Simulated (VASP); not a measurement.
Band structure of MgS (rock salt). Level of theory: r2SCAN meta-GGA, VASP's PBE PAW potentials (set 64) (plane waves; VASP).

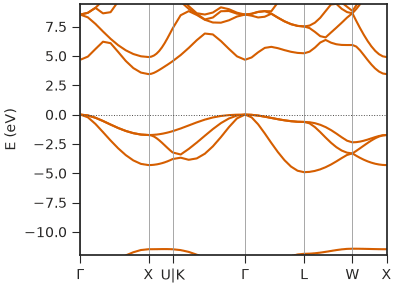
Fig. 1. Bands along high-symmetry lines, zero at the valence-band maximum or, without a gap, the Fermi level

Read the plot: is there a gap, and where are the band edges?

The gap is indirect, 3.45 eV, from the valence maximum at Γ to the conduction minimum at X.

The compound is MgS in the rock salt structure. It was relaxed first.
